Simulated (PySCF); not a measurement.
## Electronic structure of C2H10BO3Si2 (SMILES COC[SiH2][SiH]B(O)O) (doublet) in real space

Input file:

```
{"job": {"kind": "epr", "basis": "pcH-1"}, "charge": 0, "multiplicity": 2}
C      2.164849     0.856811    -0.590384
O      1.469296    -0.143417     0.100107
C      1.271891     0.144545     1.472144
Si     0.099418    -1.237378     2.068596
Si    -1.518994    -1.256868     0.467120
B     -2.082293     0.156990    -0.732200
O     -3.059596     0.064155    -1.689701
O     -1.454369     1.356043    -0.620221
H      3.156592     1.027688    -0.150216
H      2.277986     0.516633    -1.619036
H      1.606923     1.802219    -0.575948
H      2.236128     0.172867     1.995885
H      0.815244     1.136370     1.585801
H     -0.241800    -0.902513     3.470267
H      0.899487    -2.469195     2.172724
H     -2.387617    -2.459198     0.488881
H     -3.509713    -0.773639    -1.769096
H     -1.752192     2.014205    -1.250374
```

Command:

```sh
OMP_NUM_THREADS=1 python probes_run.py task.json out
```

Geometry: GFN2-xTB.

The calculation used UKS B3LYP, pcH-1 on B C H O Si, non-relativistic, mean-field spin-orbit, GIAO in PySCF.

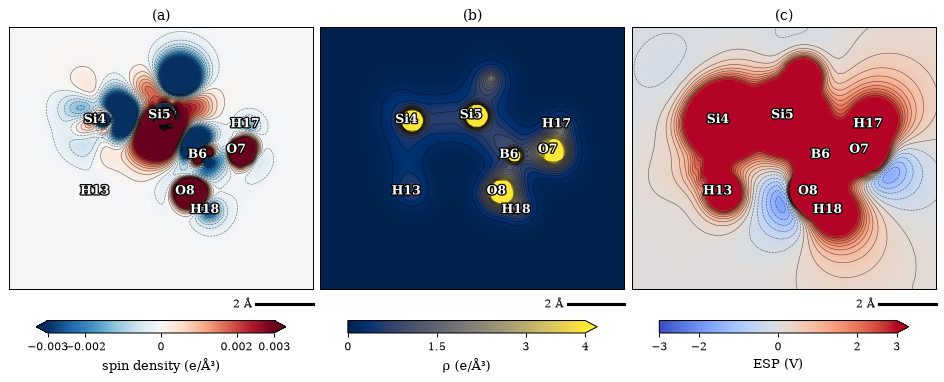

Figure 1. (a) spin density; (b) electron density; (c) molecular electrostatic potential on the plane of atoms Si5, B6 and O8.

> What does the map show?

- The section cuts through Si, B, O and H sites.
- B–O (1.36 Å): ρ is about 1.7 e/Å³ halfway.
- Si–B (1.94 Å): the density is about 0.74 e/Å³ at the midpoint.
- Si–Si (2.28 Å): ρ at the midpoint is about 0.64 e/Å³.
- O–H (0.95 Å): ρ at the midpoint is about 2.9 e/Å³.
- The unpaired spin (1 electron) lies mostly on Si5 (about 0.7) and B6 (about 0.1), in electrons by Hirshfeld's partition.
- Outside the dense part of the molecule the potential is most negative (−1.7 V) near O8.

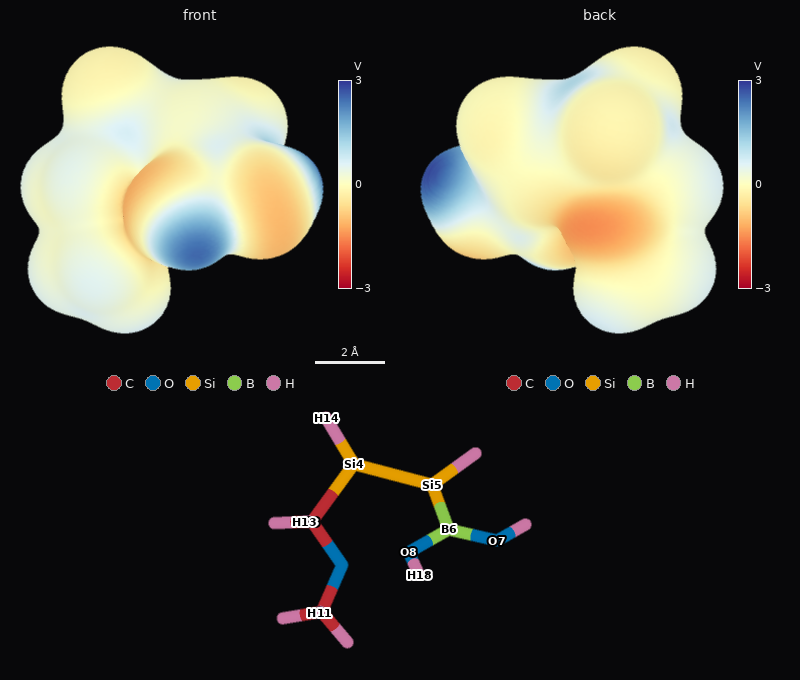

Figure 2. The electrostatic potential painted on the density surface at 0.002 e/bohr³, seen from the front and from behind; red is negative and blue positive. The bare structure is drawn below in the same view.

> Where is the surface potential most negative and most positive?

The most negative region (about −1.5 V, or −35 kcal/mol for a unit charge) lies over O2, the most positive (about +2.7 V, or +62 kcal/mol for a unit charge) over H17. O2 is the likeliest acceptor of a hydrogen bond.
